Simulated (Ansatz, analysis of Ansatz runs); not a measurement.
# CsLi2Br3 (Immm), nudged elastic band: V_Br hop (3.7 Å) (q = +1)

How high is the barrier when Br changes place in CsLi2Br3 (Immm)? The case: V_Br hop (3.7 Å), charge +1, in a cell of 72 host atoms with 1 Br taken out.

Program: Ansatz 0.2.0. Level of theory: plane-wave PAW DFT, PBEsol; nudged elastic band between two relaxed defect structures at fixed charge in a uniform background. Results are calculated unless marked as measured.

### Step 1. The structure

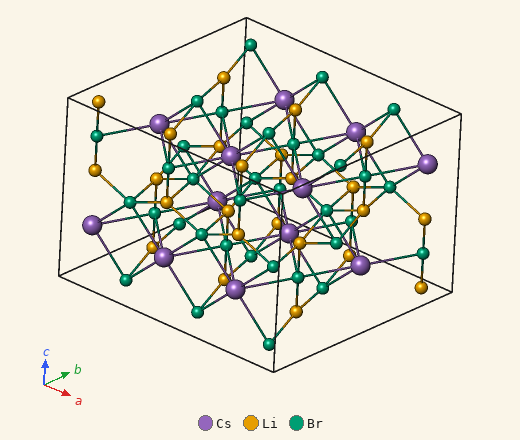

The starting structure, seen from a free direction (caesium purple, lithium orange, bromine teal).

The cell holds 71 atoms: 12 Cs, 24 Li and 35 Br. Cell: a = 13.853 Å, b = 11.980 Å, c = 13.179 Å, α = 90.0°, β = 90.0°, γ = 67.3°. It derives from CsLi2Br3 (space group Immm). Nearest the centre at fractional (0.375, 0.625, 0.749): Br20 at 1.84 Å, Li33 at 1.95 Å, Li30 at 1.96 Å, Br44 at 3.74 Å, Cs26 at 3.74 Å, Br43 at 3.75 Å, Br15 at 3.75 Å, Cs25 at 3.77 Å. The cell carries charge +1.

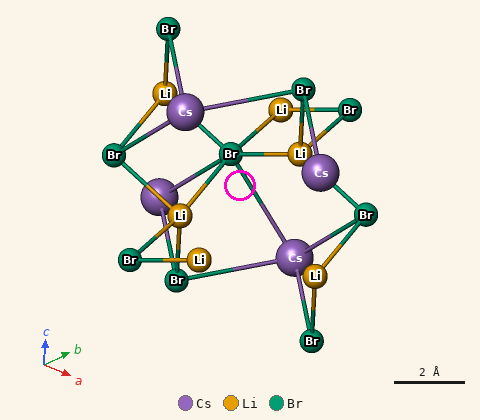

The atoms within 5 Å of the centre. A ring marks the centre wherever it is empty.

The cell's shortest repeat is 12.0 Å.

### Step 2. Relaxation of the start point, charge +1

The ends come first: from an unrelaxed start the top is counted from too high an energy, and the barrier comes out too low. Small random displacements break the symmetry of the ideal sites, so that the defect can distort if it gains by it. The charge of +1 is set by the electron count, and a uniform background keeps the cell neutral.

File qp1.start/input.yaml:

```yaml
crystal:
  lattice:
    - [13.85313549, 0.0, 0.0]
    - [4.61771183, 11.05374572, 0.0]
    - [0.0, 0.0, 13.17916514]
  atoms:
    - { symbol: Cs, position: [0.0, 0.5, 0.0] }
    - { symbol: Cs, position: [0.08333333, 0.75, 0.5] }
    - { symbol: Cs, position: [0.16666667, 0.0, 0.0] }
    - { symbol: Cs, position: [0.25, 0.25, 0.5] }
    - { symbol: Li, position: [0.0, 0.5, 0.30795837] }
    - { symbol: Li, position: [0.08333333, 0.75, 0.80795837] }
    - { symbol: Li, position: [0.16666667, 0.0, 0.30795837] }
    - { symbol: Li, position: [0.25, 0.25, 0.80795837] }
    - { symbol: Li, position: [0.0, 0.5, 0.69204163] }
    - { symbol: Li, position: [0.08333333, 0.75, 0.19204163] }
    - { symbol: Li, position: [0.16666667, 0.0, 0.69204163] }
    - { symbol: Li, position: [0.25, 0.25, 0.19204163] }
    - { symbol: Br, position: [0.0, 0.0, 0.78187172] }
    - { symbol: Br, position: [0.08333333, 0.25, 0.28187172] }
    - { symbol: Br, position: [0.16666667, 0.5, 0.78187172] }
    - { symbol: Br, position: [0.25, 0.75, 0.28187172] }
    - { symbol: Br, position: [0.0, 0.0, 0.21812828] }
    - { symbol: Br, position: [0.08333333, 0.25, 0.71812828] }
    - { symbol: Br, position: [0.16666667, 0.5, 0.21812828] }
    - { symbol: Br, position: [0.25, 0.75, 0.71812828] }
    - { symbol: Br, position: [0.0, 0.5, 0.5] }
    - { symbol: Br, position: [0.08333333, 0.75, 0.0] }
    - { symbol: Br, position: [0.16666667, 0.0, 0.5] }
    - { symbol: Br, position: [0.25, 0.25, 0.0] }
    - { symbol: Cs, position: [0.33333333, 0.5, 0.0] }
    - { symbol: Cs, position: [0.41666667, 0.75, 0.5] }
    - { symbol: Cs, position: [0.5, 0.0, 0.0] }
    - { symbol: Cs, position: [0.58333333, 0.25, 0.5] }
    - { symbol: Li, position: [0.33333333, 0.5, 0.30795837] }
    - { symbol: Li, position: [0.41666667, 0.75, 0.80795837] }
    - { symbol: Li, position: [0.5, 0.0, 0.30795837] }
    - { symbol: Li, position: [0.58333333, 0.25, 0.80795837] }
    - { symbol: Li, position: [0.33333333, 0.5, 0.69204163] }
    - { symbol: Li, position: [0.41666667, 0.75, 0.19204163] }
    - { symbol: Li, position: [0.5, 0.0, 0.69204163] }
    - { symbol: Li, position: [0.58333333, 0.25, 0.19204163] }
    - { symbol: Br, position: [0.33333333, 0.0, 0.78187172] }
    - { symbol: Br, position: [0.41666667, 0.25, 0.28187172] }
    - { symbol: Br, position: [0.58333333, 0.75, 0.28187172] }
    - { symbol: Br, position: [0.33333333, 0.0, 0.21812828] }
    - { symbol: Br, position: [0.41666667, 0.25, 0.71812828] }
    - { symbol: Br, position: [0.5, 0.5, 0.21812828] }
    - { symbol: Br, position: [0.58333333, 0.75, 0.71812828] }
    - { symbol: Br, position: [0.33333333, 0.5, 0.5] }
    - { symbol: Br, position: [0.41666667, 0.75, 0.0] }
    - { symbol: Br, position: [0.5, 0.0, 0.5] }
    - { symbol: Br, position: [0.58333333, 0.25, 0.0] }
    - { symbol: Cs, position: [0.66666667, 0.5, 0.0] }
    - { symbol: Cs, position: [0.75, 0.75, 0.5] }
    - { symbol: Cs, position: [0.83333333, 0.0, 0.0] }
    - { symbol: Cs, position: [0.91666667, 0.25, 0.5] }
    - { symbol: Li, position: [0.66666667, 0.5, 0.30795837] }
    - { symbol: Li, position: [0.75, 0.75, 0.80795837] }
    - { symbol: Li, position: [0.83333333, 0.0, 0.30795837] }
    - { symbol: Li, position: [0.91666667, 0.25, 0.80795837] }
    - { symbol: Li, position: [0.66666667, 0.5, 0.69204163] }
    - { symbol: Li, position: [0.75, 0.75, 0.19204163] }
    - { symbol: Li, position: [0.83333333, 0.0, 0.69204163] }
    - { symbol: Li, position: [0.91666667, 0.25, 0.19204163] }
    - { symbol: Br, position: [0.66666667, 0.0, 0.78187172] }
    - { symbol: Br, position: [0.75, 0.25, 0.28187172] }
    - { symbol: Br, position: [0.83333333, 0.5, 0.78187172] }
    - { symbol: Br, position: [0.91666667, 0.75, 0.28187172] }
    - { symbol: Br, position: [0.66666667, 0.0, 0.21812828] }
    - { symbol: Br, position: [0.75, 0.25, 0.71812828] }
    - { symbol: Br, position: [0.83333333, 0.5, 0.21812828] }
    - { symbol: Br, position: [0.91666667, 0.75, 0.71812828] }
    - { symbol: Br, position: [0.66666667, 0.5, 0.5] }
    - { symbol: Br, position: [0.75, 0.75, 0.0] }
    - { symbol: Br, position: [0.83333333, 0.0, 0.5] }
    - { symbol: Br, position: [0.91666667, 0.25, 0.0] }
total_charge: 1
basis:
  ecutwfc: 420
  xc_grid: 2
hamiltonian:
  xc: pbesol
kpoints:
  mp_grid: { grid: [1, 1, 1], shift: [0.25, 0.25, 0.25] }
scf:
  occupations: { method: fixed }
  max_iter: 100
output:
  forces: true
relax:
  f_tol: 0.02
  max_steps: 70
  random_displacement: { amplitude: 0.03, seed: 6368 }
```

Run with:

```bash
$ ansatz run input.yaml --threads 32 --pin off --max-ram 84787MiB --backend cuda --events-out ev --progress --plain --runs-dir out --max-vram 78GiB
```

What it wrote:

```text
[...]
Engine: ansatz 0.2.0, aarch64-unknown-linux-gnu
[...]
Pseudopotential: Cs, paw, valence charge 9, recommended cutoff 420 eV (normal), Cs.paw.azcp
Pseudopotential: Li, paw, valence charge 3, recommended cutoff 420 eV (normal), Li.paw.azcp
Pseudopotential: Br, paw, valence charge 7, recommended cutoff 420 eV (normal), Br.paw.azcp
Functional definition: PBEsol
[...]
Crystal: 71 atoms, lattice volume = 2018.113 Å³
Basis set: ecut = 420 eV, 39381 PW (Γ), exchange–correlation on 192×162×180 points (8 copies of the dense FFT grid, shifted against one another)
Bands: 283, of which v1, the nominal top of the filled ones, is band 212 counted from 1 (211 counted from 0)
[...]
k-points: 1
[...]
SCF iter   3: F=—  HF=-167796.868768 eV  |F-HF|=—  |Δ(HF+E_count)|=   9.61e-5  Δρ=2.34e-4  dr2=4.74e-3  ethr=1.09e-5  ⟨swp⟩=4.0  Hψ=434  notcnv=0  defer=61
automatic band count: iteration 3 solves 275 bands in place of 283: the levels show a gap, and the empty bands left out lie too high to hold charge; the band table lists the bands solved (type scf.n_e [...]
[...]
SCF 1 converged in 7 iterations: F = -167796.874543 eV  dr2 = 1.41e-7
[...]
relax step   1: F+E_penalty+E_count = -167796.87454265 eV  Δ(F+E_penalty+E_count) = +0.000e0 eV  max|allowed force component| = 6.863e-1 eV/Å  Δτ_max = 0.0000 Å  (7 SCF iters, dr2 threshold 1.00e-5 eV [...]
[...]
automatic band count: iteration 1 solves 275 bands in place of 283: the levels show a gap, and the empty bands left out lie too high to hold charge; the band table lists the bands solved (type scf.n_e [...]
[...]
SCF 7 converged in 6 iterations: F = -167797.902803 eV  dr2 = 7.76e-9
relax step   7: F+E_penalty+E_count = -167797.90280272 eV  Δ(F+E_penalty+E_count) = -2.525e-3 eV  max|allowed force component| = 1.354e-2 eV/Å  Δτ_max = 0.0312 Å  (6 SCF iters, accepted)
SCF converged after 6 iterations
[...]
```

Wall time 6.1 s (1 × NVIDIA GB200 with 32 threads of Arm Neoverse V2, shared host); peak memory 1.4 GiB.

Step by step:

```tsv
step	energy less that of the first step (eV)	largest force component (eV/Å)
1	0.0000	0.6863
2	-0.7646	0.3103
3	-0.9619	0.0883
4	-1.0010	0.0593
5	-1.0019	0.0847
6	-1.0257	0.0275
7	-1.0283	0.0135
```

The atoms that moved most (Å, from the sites as typed, ahead of the random displacement, the mean shift of all atoms taken out):

```tsv
atom	dx	dy	dz	length
Br41	0.193	0.454	0.206	0.534
Li30	-0.013	0.414	0.065	0.419
Li35	-0.010	-0.402	-0.052	0.406
Li32	-0.020	-0.367	0.085	0.377
Li33	-0.348	0.084	-0.117	0.377
Li56	0.340	-0.050	-0.125	0.366
Br65	-0.144	0.261	0.171	0.344
Br43	-0.158	-0.269	0.100	0.328
```

Neighbours of Br20 at the end:

```tsv
atom	distance (Å)
Li30	2.505
Li33	2.583
Li6	2.677
Li11	3.229
Br15	3.684
Cs26	3.765
Br37	3.895
Br13	3.916
Cs2	3.939
Br44	3.972
```

This step gave:

| Item | Value |
| --- | --- |
| free energy | -167797.9028 eV |
| r.m.s. move of the farther half of the atoms | 0.05151 Å |
| largest move from the ideal geometry of this structure, a common shift of the far atoms taken out | 0.5353 Å |

The relaxation gained 1.028 eV and ended with a largest force component of 0.013 eV/Å.

### Step 3. Relaxation of the end point, charge +1

The end point is relaxed in the same cell and settings, so that the two energies compare. Atoms more than 3.2 Å from the middle of the hop start where the first relaxation left them, the nearer ones on or close to their ideal places, with small random displacements.

File qp1.end/input.yaml:

```yaml
crystal:
  lattice:
    - [13.85313549, 0.0, 0.0]
    - [4.61771183, 11.05374572, 0.0]
    - [0.0, 0.0, 13.17916514]
  atoms:
    - { symbol: Cs, position: [-0.00031267, 0.50129838, 0.00704515] }
    - { symbol: Cs, position: [0.08066399, 0.75474887, 0.49686007] }
[... 3 atom lines left out ...]
    - { symbol: Li, position: [0.08232339, 0.75253016, 0.80893887] }
[... 8 atom lines left out ...]
    - { symbol: Br, position: [0.1534514, 0.50600582, 0.78683613] }
[... 4 atom lines left out ...]
    - { symbol: Br, position: [0.5, 0.5, 0.77909] }
[... 4 atom lines left out ...]
    - { symbol: Cs, position: [0.32983365, 0.50112757, -0.00236495] }
    - { symbol: Cs, position: [0.4160049, 0.74796191, 0.49516793] }
[... 3 atom lines left out ...]
    - { symbol: Li, position: [0.41666667, 0.75, 0.80795837] }
[... 2 atom lines left out ...]
    - { symbol: Li, position: [0.33333333, 0.5, 0.69204163] }
[... 7 atom lines left out ...]
    - { symbol: Br, position: [0.41662835, 0.29202032, 0.73418759] }
[... 1 atom line left out ...]
    - { symbol: Br, position: [0.57981567, 0.72658231, 0.72618624] }
    - { symbol: Br, position: [0.32848572, 0.50284509, 0.49726532] }
    - { symbol: Br, position: [0.41902584, 0.74703655, -0.00321834] }
[... 10 atom lines left out ...]
    - { symbol: Li, position: [0.69247798, 0.49641089, 0.6830318] }
[... 14 atom lines left out ...]
    - { symbol: Br, position: [0.91784291, 0.24891802, 0.00059137] }
total_charge: 1
basis:
  ecutwfc: 420
  xc_grid: 2
hamiltonian:
  xc: pbesol
kpoints:
  mp_grid: { grid: [1, 1, 1], shift: [0.25, 0.25, 0.25] }
scf:
  occupations: { method: fixed }
  max_iter: 100
output:
  forces: true
relax:
  f_tol: 0.02
  max_steps: 70
  random_displacement: { amplitude: 0.01, seed: 6368 }
```

What it wrote:

```text
[...]
Crystal: 71 atoms, lattice volume = 2018.113 Å³
Basis set: ecut = 420 eV, 39381 PW (Γ), exchange–correlation on 192×162×180 points (8 copies of the dense FFT grid, shifted against one another)
Bands: 283, of which v1, the nominal top of the filled ones, is band 212 counted from 1 (211 counted from 0)
[...]
SCF iter   3: F=—  HF=-167796.387826 eV  |F-HF|=—  |Δ(HF+E_count)|=   4.55e-4  Δρ=2.04e-4  dr2=3.28e-3  ethr=8.25e-6  ⟨swp⟩=4.0  Hψ=435  notcnv=0  defer=61
[...]
SCF 1 converged in 7 iterations: F = -167796.392863 eV  dr2 = 1.96e-7
[...]
relax step   1: F+E_penalty+E_count = -167796.39286286 eV  Δ(F+E_penalty+E_count) = +0.000e0 eV  max|allowed force component| = 1.085e0 eV/Å  Δτ_max = 0.0000 Å  (7 SCF iters, dr2 threshold 1.00e-5 eV, [...]
[...]
SCF 2 converged in 6 iterations: F = -167797.199239 eV  dr2 = 7.12e-7
[...]
relax step   8: F+E_penalty+E_count = -167797.90323498 eV  Δ(F+E_penalty+E_count) = -2.757e-4 eV  max|allowed force component| = 9.653e-3 eV/Å  Δτ_max = 0.0312 Å  (6 SCF iters, accepted)
[...]
```

It took 6 s on 1 × NVIDIA GB200 with 32 threads; peak memory 1.5 GiB.

Step by step:

```tsv
step	energy less that of the first step (eV)	largest force component (eV/Å)
1	0.0000	1.0846
2	-0.8064	0.5092
3	-1.2916	0.2659
4	-1.4797	0.0664
5	-1.4943	0.0383
6	-1.5081	0.0228
7	-1.5101	0.0061
8	-1.5104	0.0097
```

The atoms that moved most (Å, from the sites as typed, ahead of the random displacement):

```tsv
atom	dx	dy	dz	length
Br37	-0.294	-0.601	-0.128	0.681
Br41	-0.296	-0.591	-0.120	0.672
Li33	0.018	-0.417	-0.061	0.421
Br15	0.322	0.217	-0.163	0.421
Br43	0.319	0.204	-0.164	0.412
Li30	0.358	-0.087	0.121	0.387
Li6	-0.338	0.033	0.119	0.360
Li56	-0.330	0.023	0.116	0.351
```

Neighbours of Br20 at the end:

```tsv
atom	distance (Å)
Li33	2.504
Li30	2.584
Li56	2.681
Li32	3.216
Br43	3.689
Cs25	3.767
Br41	3.896
Br65	3.912
Cs48	3.945
```

Numbers from this step:

- free energy: -167797.9032 eV
- r.m.s. move of the farther half of the atoms: 0.05320 Å
- largest move from the ideal geometry of this structure, a common shift of the far atoms taken out: 0.5543 Å

The relaxation gained 1.510 eV and ended with a largest force component of 0.0097 eV/Å. The end lies within 1 meV of the start.

[end of part 1 of 2]

[Logs are printed without paths, hosts, clocks, repeated set-up lines and the standing remarks that a program may print on its own settings, such as how far it seeks lower states.]

[Hosts, paths, dates, database ids (printed as entryN), source tags and the programs' standing remarks are cut or masked in the printed files.]
